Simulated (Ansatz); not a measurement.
Reaction (SMILES): F[Si]F (closed-shell singlet) → 2 F atom + Si atom
B3LYP-D3(BJ)/def2-TZVP geometries, fixed; electronic energies without zero-point terms.
Largest species:
```
Si
F 1 1.6090
F 1 1.6090 2 100.76
```
Charge 0, spin multiplicity 1.

Basis-set convergence of the atomisation energy at PBE with Ansatz (a quantum-chemistry and plane-wave program). Cartesian d functions, on some or all atoms, in 6-31+G*, 6-311G**; all else is spherical. The program fits the integrals of some runs and decomposes those of others, by size. Open shells are unrestricted. No added dispersion term, no relativity. Functions are those of the species that has most. Reference: the value in aug-cc-pV(5+d)Z, 302.27 kcal/mol, itself unsure by roughly 0.06 kcal/mol (its mean distance from pcseg-4, aug-pcseg-3, aug-cc-pV(Q+d)Z). Deviations are taken from unrounded values.

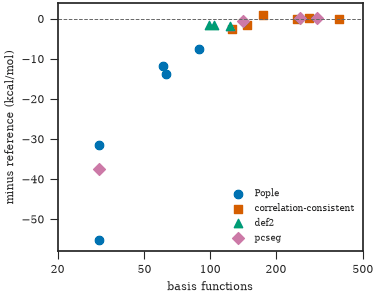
Figure: Deviation from the reference against the number of basis functions, by family of sets.

```csv
basis,functions,atomisation energy (kcal/mol),minus reference (kcal/mol)
3-21G,31,270.77,-31.49
6-31G,31,247.05,-55.21
pcseg-0,31,264.87,-37.40
6-31+G*,61,290.49,-11.78
6-311G**,63,288.48,-13.78
"6-311++G(2d,2p)",89,294.65,-7.61
def2-TZVP,99,300.60,-1.66
def2-TZVPP,104,300.66,-1.61
def2-TZVPD,123,300.45,-1.81
jun-cc-pV(T+d)Z,126,299.72,-2.54
aug-pcseg-2,142,301.61,-0.66
aug-cc-pV(T+d)Z,147,300.73,-1.53
cc-pV(Q+d)Z,174,303.27,1.01
aug-cc-pV(Q+d)Z,249,302.25,-0.01
aug-pcseg-3,259,302.35,0.09
cc-pV(5+d)Z,282,302.37,0.10
pcseg-4,307,302.36,0.09
aug-cc-pV(5+d)Z,390,302.27,0.00
```
